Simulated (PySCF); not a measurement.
# [HfH2]2+: from a template to the relaxed complex

Aim: find the relaxed shape of [HfH2]2+, test it by its vibrations, and read charges and levels. The structure is generated, not taken from experiment.

Method: PBE0, Hf def2-SVP with ECP60, H def2-SVP; scalar-relativistic core potentials, no spin–orbit coupling; program: PySCF 2.14.0.

1 further run of the same task is left out (for a known fault of the program).

## Step 1: The starting structure

3 atoms, charge 2, spin multiplicity 1.

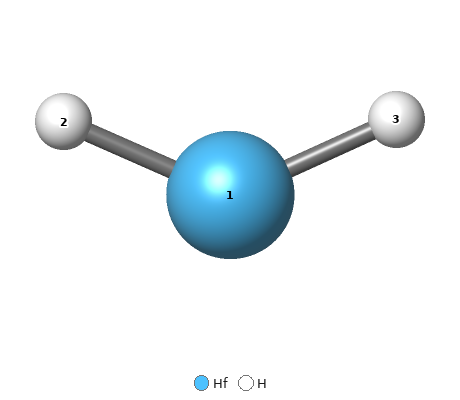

As it starts; hafnium blue, hydrogen white; atoms are numbered from 1 in the order of the file.

As a file:

```xyz
3

Hf    0.0000    0.0000    0.0000
H     1.7525    0.0000    0.7843
H    -1.7525    0.0000    0.7843
```

Formal oxidation states: Hf +4.

## Step 2: SCF at the start, singlet

File run.py (the lines that set the calculation):

```python
mol = gto.M(atom='''
Hf     0.00000     0.00000     0.00000
H      1.75250     0.00000     0.78430
H     -1.75250     0.00000     0.78430''',
    basis={'Hf': 'def2-SVP', 'H': 'def2-SVP'},
    ecp={'Hf': 'def2-SVP'},
    charge=2, spin=0)
mf = dft.RKS(mol, xc='PBE0')
mf.grids.atom_grid = (50, 194)
mf = mf.density_fit()  # fitting sets: Hf def2-universal-JKFIT, H def2-universal-JKFIT
mf.conv_tol = 1e-08; mf.max_cycle = 55
mf.kernel(dm0)  # dm0: free metal ions and neutral atoms
```

Command:

```sh
> OMP_NUM_THREADS=2 python run.py
```

What it wrote:

```text
init E= -47.8348716452999
  HOMO = -0.770550101887482  LUMO = -0.627276676946273  gap/eV = 3.89867
cycle= 1 E= -48.1914915034386  delta_E= -0.357  |g|= 0.304  |ddm|=  1.7
  HOMO = -0.763290714268149  LUMO = -0.685058783922998  gap/eV = 2.12880
cycle= 2 E= -48.1763699702555  delta_E= 0.0151  |g|= 0.362  |ddm|=  1.2
  HOMO = -0.75015336438394  LUMO = -0.616093407137983  gap/eV = 3.64796
cycle= 3 E= -48.2357586640217  delta_E= -0.0594  |g|= 0.0129  |ddm|= 0.655
  HOMO = -0.759267337240786  LUMO = -0.619716415664331  gap/eV = 3.79737
cycle= 4 E= -48.2358154922358  delta_E= -5.68e-05  |g|= 0.00123  |ddm|= 0.0267
  HOMO = -0.75918006987568  LUMO = -0.619531444796027  gap/eV = 3.80003
cycle= 5 E= -48.23581735051  delta_E= -1.86e-06  |g|= 0.000382  |ddm|= 0.00565
  HOMO = -0.759259185742875  LUMO = -0.619520323243388  gap/eV = 3.80249
cycle= 6 E= -48.2358174752967  delta_E= -1.25e-07  |g|= 6.68e-05  |ddm|= 0.00132
  HOMO = -0.759265092649353  LUMO = -0.619510855992647  gap/eV = 3.80291
cycle= 7 E= -48.2358174796518  delta_E= -4.36e-09  |g|= 1.99e-05  |ddm|= 0.000258
  HOMO = -0.759269492722326  LUMO = -0.619514676779485  gap/eV = 3.80292
Extra cycle  E= -48.2358174799304  delta_E= -2.79e-10  |g|= 1e-05  |ddm|= 6.14e-05
converged SCF energy = -48.2358174799304
```

Wall time 0.8 s (2 threads of Arm Neoverse V2, shared host); peak memory 0.24 GiB.

Read off: E = -48.235817 Eh, HOMO -20.66 eV, LUMO -16.86 eV, Mulliken charge on Hf1 +1.91 e. 

## Step 3: Relaxation, singlet

Steps are kept in the start's point group, C2v.

File run.py (the lines that set the calculation):

```python
mol = gto.M(atom='''
Hf     0.00000     0.00000    -0.00869
H      1.75250     0.00000     0.77561
H     -1.75250     0.00000     0.77561''',
    basis={'Hf': 'def2-SVP', 'H': 'def2-SVP'},
    ecp={'Hf': 'def2-SVP'},
    charge=2, spin=0)
mf = dft.RKS(mol, xc='PBE0')
mf.grids.atom_grid = (50, 194)
mf = mf.density_fit()  # fitting sets: Hf def2-universal-JKFIT, H def2-universal-JKFIT
mf.conv_tol = 1e-08; mf.max_cycle = 55
mf.kernel(dm0)  # dm0: an SCF of this state at this start
# quasi-Newton relaxation in Cartesian coordinates to a largest gradient under 0.00045 Eh/bohr, steps kept in the point group
```

Command:

```sh
> OMP_NUM_THREADS=2 python run.py
```

No log is kept here; the results follow.

Run time: 2.3 s. Hardware: 2 threads of Arm Neoverse V2, shared host.

The steps of the relaxation:

```csv
step,energy from step 1 (eV),largest force component (eV/Å)
1,0.0000,1.7426
2,-0.4232,1.2879
3,-0.6512,0.4771
4,-0.6933,0.2101
5,-0.7009,0.0930
6,-0.7026,0.0141
7,-0.7027,0.0037
```

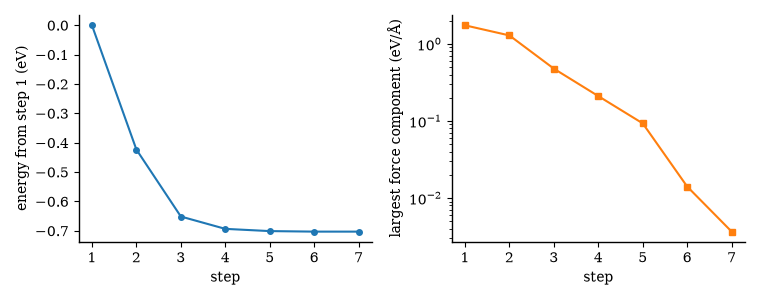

Energy and force, step by step.

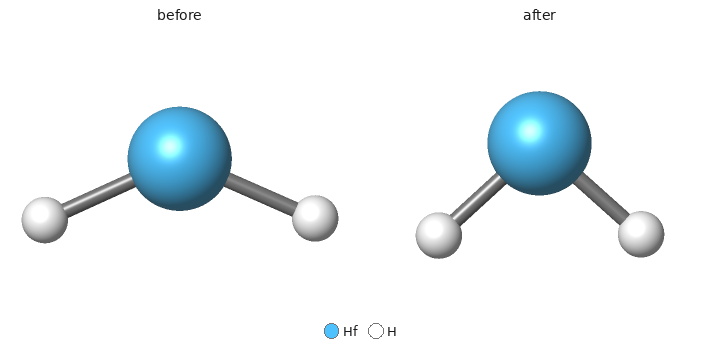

The geometry before (left) and after (right).

Close pairs (by a distance rule), those that changed most:

```csv
bond,before (Å),after (Å),change (Å)
Hf1–H2,1.920,1.769,-0.151
Hf1–H3,1.920,1.769,-0.151
```

It ends in C2v at E = -48.261640 Eh.

```
Hf    0.0000    0.0000   -0.2777
H     1.3108    0.0000    0.9101
H    -1.3108    0.0000    0.9101
```

## Step 4: The relaxed geometry turned into its symmetry frame

File run.py (the lines that set the calculation):

```python
mol = gto.M(atom='''
Hf     0.00000     0.00000    -0.01316
H      1.31079     0.00000     1.17469
H     -1.31079     0.00000     1.17469''',
    basis={'Hf': 'def2-SVP', 'H': 'def2-SVP'},
    ecp={'Hf': 'def2-SVP'},
    charge=2, spin=0)
mf = dft.RKS(mol, xc='PBE0')
mf.grids.atom_grid = (50, 194)
mf = mf.density_fit()  # fitting sets: Hf def2-universal-JKFIT, H def2-universal-JKFIT
mf.conv_tol = 1e-08; mf.max_cycle = 55
mf.kernel(dm0)  # dm0: free metal ions and neutral atoms
```

Command:

```sh
> OMP_NUM_THREADS=2 python run.py
```

What it wrote:

```text
init E= -47.8407924367422
  HOMO = -0.826130231565059  LUMO = -0.635597383887717  gap/eV = 5.18466
cycle= 1 E= -48.2124809484274  delta_E= -0.372  |g|= 0.34  |ddm|= 1.74
  HOMO = -0.799840331594007  LUMO = -0.671125835879457  gap/eV = 3.50250
cycle= 2 E= -48.1995953683404  delta_E= 0.0129  |g|= 0.396  |ddm|= 1.29
  HOMO = -0.803454226231736  LUMO = -0.618111934088922  gap/eV = 5.04342
cycle= 3 E= -48.2616172909572  delta_E= -0.062  |g|= 0.00929  |ddm|= 0.69
  HOMO = -0.807435148938432  LUMO = -0.617532523686631  gap/eV = 5.16751
cycle= 4 E= -48.2616367089107  delta_E= -1.94e-05  |g|= 0.0031  |ddm|= 0.0151
  HOMO = -0.807668744832812  LUMO = -0.618133831111698  gap/eV = 5.15751
cycle= 5 E= -48.2616402236983  delta_E= -3.51e-06  |g|= 0.000498  |ddm|= 0.00551
  HOMO = -0.807481994266969  LUMO = -0.617997699801487  gap/eV = 5.15613
cycle= 6 E= -48.2616402960385  delta_E= -7.23e-08  |g|= 5.34e-05  |ddm|= 0.000953
  HOMO = -0.807476433620697  LUMO = -0.617987988542859  gap/eV = 5.15624
cycle= 7 E= -48.2616402991858  delta_E= -3.15e-09  |g|= 1.12e-05  |ddm|= 0.000329
  HOMO = -0.807472937111819  LUMO = -0.617983559522431  gap/eV = 5.15627
Extra cycle  E= -48.2616402993791  delta_E= -1.93e-10  |g|= 4.12e-06  |ddm|= 7.67e-05
converged SCF energy = -48.2616402993791
```

It took 0.2 s on 2 threads of Arm Neoverse V2, shared host.

It gives: E = -48.261640 Eh, HOMO -21.97 eV, LUMO -16.82 eV, Mulliken charge on Hf1 +1.93 e. 

## Step 5: Frequencies and infrared intensities

run.py (the lines that set the calculation): that of step 4 with these lines changed.

```diff
@@ -10,3 +10,4 @@
 mf = mf.density_fit()  # fitting sets: Hf def2-universal-JKFIT, H def2-universal-JKFIT
-mf.conv_tol = 1e-08; mf.max_cycle = 55
-mf.kernel(dm0)  # dm0: free metal ions and neutral atoms
+mf.conv_tol = 1e-10; mf.max_cycle = 55
+mf.kernel(dm0)  # dm0: the density of the relaxed state
+# Hessian and dipole derivatives by central differences of gradients, 0.02 bohr
```

Command:

```sh
> OMP_NUM_THREADS=2 python run.py
```

No log is kept here; the results follow.

It took 2.2 s on 2 threads of Arm Neoverse V2, shared host.

Point group C2v; negative numbers are unstable modes, and those under 60 cm⁻¹ are near the numerical noise:

```csv
cm⁻¹,km/mol,symmetry
475,5.2,a1
1936,1.5,b2
1955,7.1,a1
```

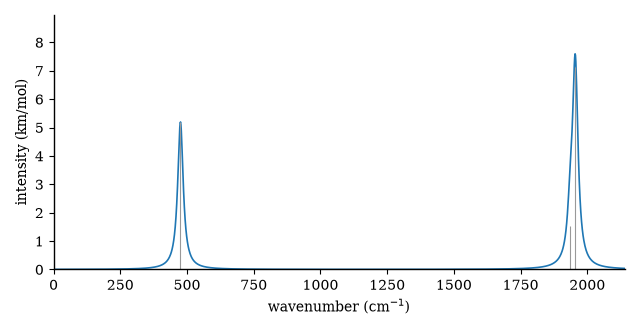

The infrared spectrum from the harmonic lines. Lines are broadened to a width of 25 cm⁻¹ (Lorentzian).

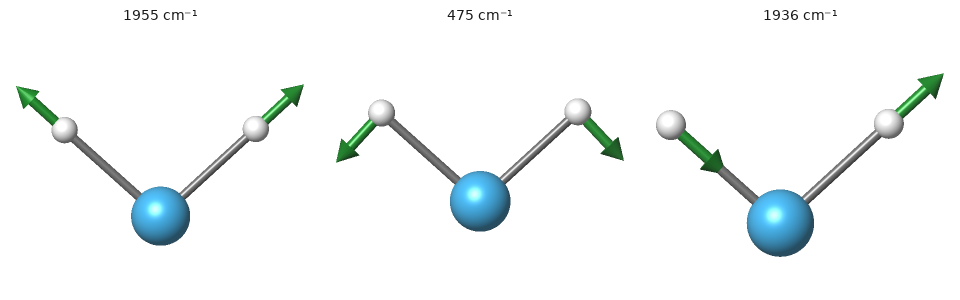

How the atoms move in 3 of the modes.

## Step 6: Properties on a finer grid

File run.py (the lines that set the calculation):

```python
mol = gto.M(atom='''
Hf     0.00000     0.00000    -0.27772
H      1.31079     0.00000     0.91013
H     -1.31079     0.00000     0.91013''',
    basis={'Hf': 'def2-SVP', 'H': 'def2-SVP'},
    ecp={'Hf': 'def2-SVP'},
    charge=2, spin=0)
mf = dft.RKS(mol, xc='PBE0')
mf.grids.atom_grid = (75, 302)
mf = mf.density_fit()  # fitting sets: Hf def2-universal-JKFIT, H def2-universal-JKFIT
mf.conv_tol = 1e-09; mf.max_cycle = 55
mf.kernel(dm0)  # dm0: the density of the relaxed state
```

Command:

```sh
> OMP_NUM_THREADS=2 python run.py
```

What it wrote:

```text
init E= -48.261671953046
  HOMO = -0.807467248765199  LUMO = -0.617982404372569  gap/eV = 5.15615
cycle= 1 E= -48.2616719540341  delta_E= -9.88e-10  |g|= 1.68e-05  |ddm|= 0.000231
  HOMO = -0.807466797618408  LUMO = -0.617976682504884  gap/eV = 5.15629
Extra cycle  E= -48.2616719540448  delta_E= -1.07e-11  |g|= 1.66e-05  |ddm|= 5.59e-05
converged SCF energy = -48.2616719540448
```

It took 1 s on 2 threads of Arm Neoverse V2, shared host.

Result: E = -48.261672 Eh, HOMO -21.97 eV, LUMO -16.82 eV, Mulliken charge on Hf1 +1.93 e, largest force component 0.006 eV/Å. 

Löwdin charges:

```csv
atom,value (e)
Hf1,1.95
H2,0.02
H3,0.02
```

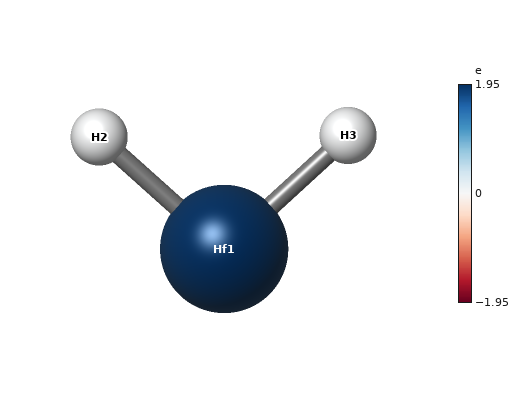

Löwdin charges, as colours on the atoms.

Mulliken charges: Hf1 +1.93, H2 +0.04, H3 +0.04 e.

Contacts (the nearest donor of each ligand) and Mayer bond orders:

```csv
contact,distance (Å),bond order
Hf1–H2 (H),1.769,1.00
Hf1–H3 (H),1.769,1.00
```

Mulliken populations of Hf1 outside the core potential: s 2.65, p 6.05, d 1.36, f 0.02.

Orbitals, density, ELF and potential are computed afterwards from the orbital file.

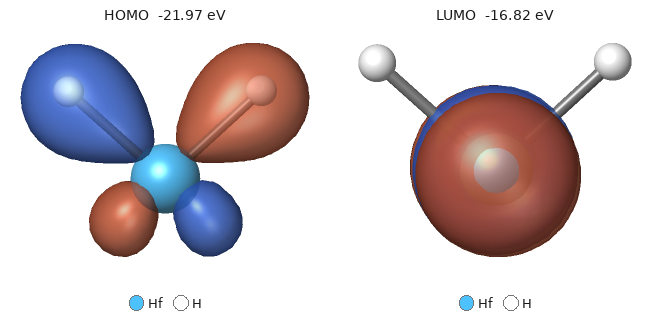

Frontier orbitals at PBE0; each surface holds 70 % of the orbital's density, blue and red mark the sign.

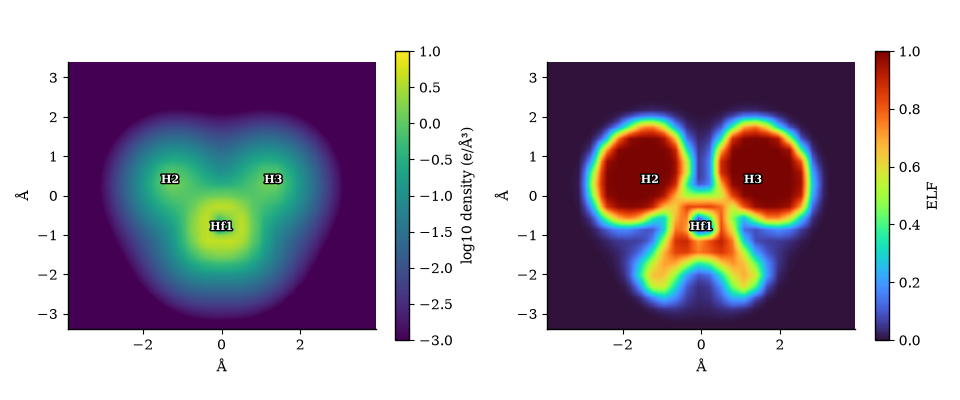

Density (left) and ELF (right) in a plane through or near 3 of the atoms.

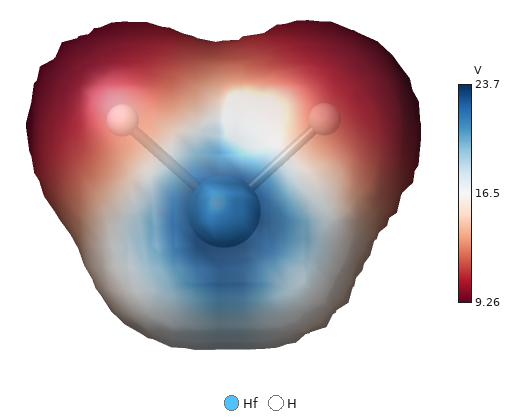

Electrostatic potential on the surface of density 0.002 e/bohr³; red is low, blue high. It runs, from the 1st to the 99th percentile, from 9.26 to 23.65 V.

## Step 7: Outcome

| quantity | value |
| --- | --- |
| state and point group | singlet, C2v |
| modes | 475 to 1955 cm⁻¹, none unstable |
| strongest infrared band (modes within 1.5 cm⁻¹ summed) | 1955 cm⁻¹ (7 km/mol) |
| zero-point energy | 0.271 eV |
| ideal gas, 298 K, 1 bar | S = 236.7, Cp = 38.8 J/(mol K) |
| metal–ligand contacts | 1.77 Å |
| frontier levels | HOMO -21.97 eV, LUMO -16.82 eV |
| dipole about the centre of mass | 1.92 D |
| mean polarisability | 3.5 Å³ |

In words: All modes are real, so the structure is a minimum. The metal carries +1.95 e by Löwdin's partition against a formal +4, and bond orders to the nearest donors reach 1.00. Both measures hang on the basis. One start shape was tried, so another isomer may lie lower. The bases are small and lack diffuse functions. Spin–orbit coupling is left out.
